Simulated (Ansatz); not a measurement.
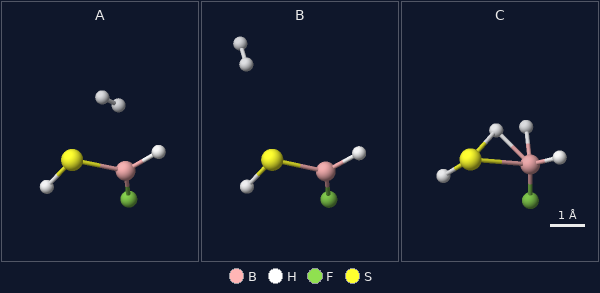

3 geometries from a converged minimum-energy path of BH$_{4}$SF, made up at the start of BH2F and H₂S, shuffled. Style: ball-and-stick. Shown at a tilt.

These are results of RKS B3LYP/def2-SVP (Ansatz), not measurements. Run with 5 movable images; climbing image; force threshold 0.03 eV/Å; iteration limit 60; starting path through a guess of the saddle point.

> Which frame is the transition state?

C. In order along the path, whose images run from 0 to 6: C (image 2, +20.8 kcal/mol), A (image 4, −10.8 kcal/mol), B (image 6, −11.3 kcal/mol). Breaking: B–H (1.21 → 4.71 Å), H–S (1.35 → 3.34 Å). Forming: B–S (2.75 → 1.80 Å), H–H (2.98 → 0.76 Å).

Limits of the set-up: the start holds two separate molecules, 2.7 Å apart at their closest, whose relative position is a soft coordinate and is computed without a dispersion correction.
